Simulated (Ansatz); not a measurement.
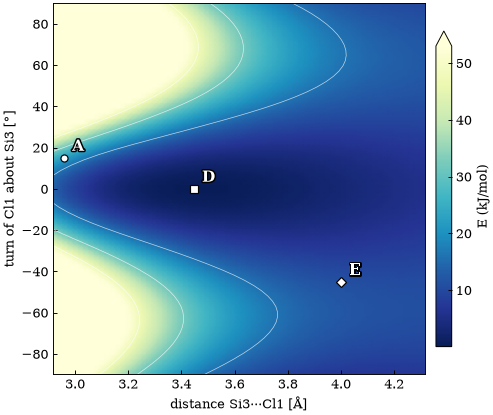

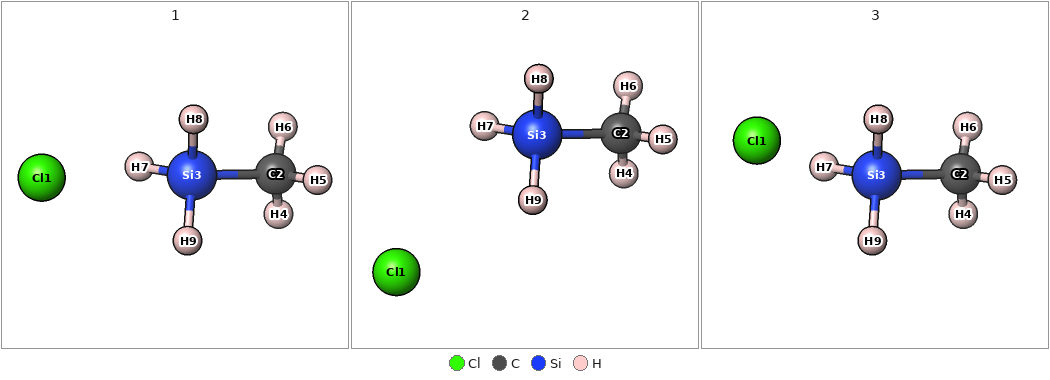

The pair Cl···CH₆Si, charge −1. 
- The turn is about an axis along (−0.08, −0.93, −0.37) in the frame of the relaxed pair, normal to the line between the partners.
- Coordinates scanned: (1) distance Si3···Cl1; (2) turn of Cl1 about Si3.
- The grid has 13 × 13 points.
- Points are written as (first, second).
- Energies are in kJ/mol, from the lowest grid point.
- Method: RHF/def2-SVPD in Ansatz.

In the figure: a smooth colour map with a few white contour lines, one colour for all values above the top of the scale, lettered points. Between grid points the surface is interpolated. The numbered pictures are the structures at these points, in random order.

### Which structure belongs to which point?

A is structure 3: (2.958 Å, 15°), 23 kJ/mol; D is structure 1: (3.446 Å, 0°), 0 kJ/mol; E is structure 2: (4.000 Å, −45°), 11 kJ/mol.
